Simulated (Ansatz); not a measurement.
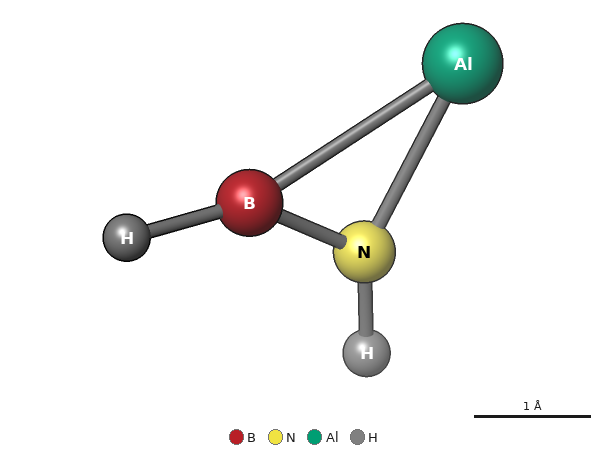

Atoms fade into the background with distance from the viewer. The species is neutral and a spin doublet. Computed geometry: PBE0-D4/def2-TZVP optimisation. No frequency run is at hand to confirm it as a minimum. Masses are those of the most abundant isotopes; constants are for the rigid equilibrium geometry.

Question: What kind of rotor is it, and what are its rotational constants in cm⁻¹?

Answer: An asymmetric top (Cs): A = 1.16, B = 0.302, C = 0.240 cm⁻¹. Ray's parameter κ is −0.86, close to the prolate limit.
